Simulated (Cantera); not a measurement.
Charge: 1 mol BN, 21 mol H2, a varied amount of O2, at 1152 °C and 0.0975 Torr.

Method: chemical equilibrium by Gibbs-energy minimisation in Cantera with the NASA 1993 tables (ideal gas, pure condensed phases). Candidate condensed phases: B, BN, B2O3, B3O3H3, H2O; 39 gas species. Gases not in the tables: H3BO3. Equilibrium is a limit: real reactors are often held back by kinetics, nucleation or transport.

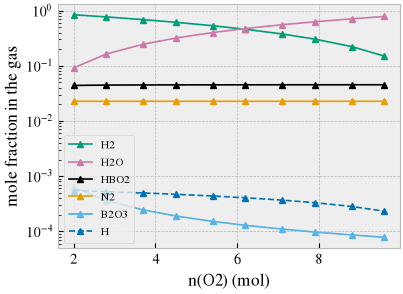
*Equilibrium gas composition (values under 1e-9 drawn at 1e-9)*

Question: Read off the mole fractions at 9.6 mol O2.

Answer: H2O about 0.78, H2 about 0.15, HBO2 about 0.045, N2 about 0.023, H about 0.00023, B2O3 about 7.8e-5.
